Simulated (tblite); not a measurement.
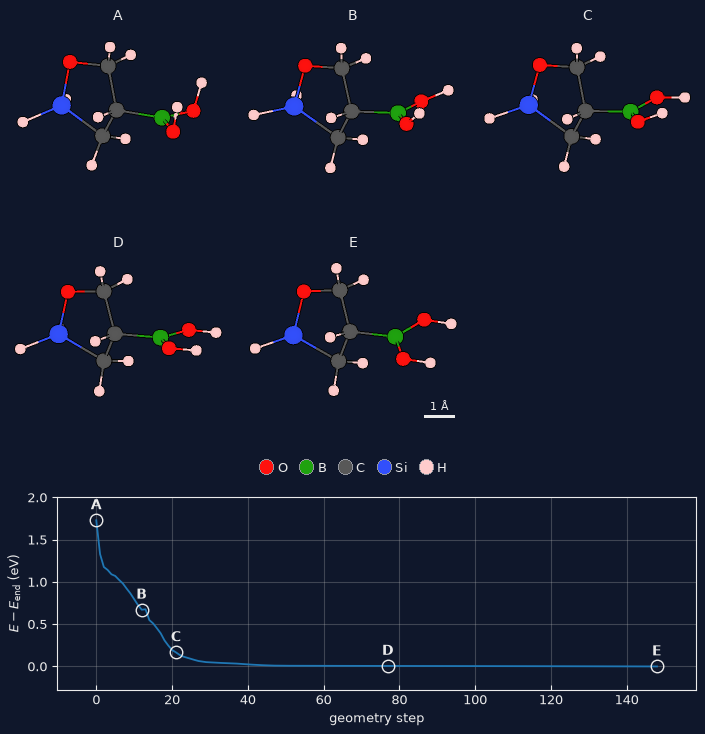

Frames of a relaxation of C₃H₉BO₃Si, marked on the history of the run. A ball-and-stick model, seen at a tilt.

Method: tblite, GFN2-xTB geometry optimisation, gas phase. 

### What happens along the run?

After 148 geometry steps the energy has fallen by 1.730 eV. The largest move after the best rigid fit is that of an H atom, 1.22 Å. By element the largest moves are H 1.22 Å, O 0.71 Å, B 0.30 Å, C 0.20 Å, Si 0.15 Å. Near-neighbour distances that change, for instance: B–O 1.475 → 1.354 Å, O–Si 1.718 → 1.631 Å, C–Si 1.834 → 1.904 Å, C–C 1.505 → 1.542 Å. Among the angles between lasting bonds that change: B–O–H 104.5° → 117.8°, B–O–H 105.1° → 117.5°, C–O–Si 105.4° → 114.1°. Groups turn about B–O by about 90°, B–O by about 90°, B–C by about 20°. The run took 0.8 s on 1 thread of Arm Neoverse V2, on a shared host. From step 0 to 12: an H atom moves most (0.47 Å), energy −1.058 eV. From step 12 to 21: an H atom moves most (0.43 Å), energy −0.504 eV. From step 21 to 77: an H atom moves most (0.39 Å), energy −0.161 eV. From step 77 to 148: an H atom moves most (0.46 Å), energy −0.006 eV.

```tsv
step	E − E(0), eV
0	0.0000
1	-0.4003
2	-0.5529
3	-0.5877
4	-0.6390
5	-0.6587
6	-0.7044
7	-0.7469
8	-0.8076
9	-0.8651
10	-0.9342
17	-1.3374
25	-1.6411
32	-1.6859
39	-1.7028
46	-1.7188
54	-1.7222
61	-1.7228
68	-1.7233
75	-1.7237
83	-1.7244
90	-1.7252
97	-1.7256
104	-1.7261
112	-1.7267
119	-1.7271
126	-1.7279
133	-1.7292
141	-1.7298
148	-1.7300
```
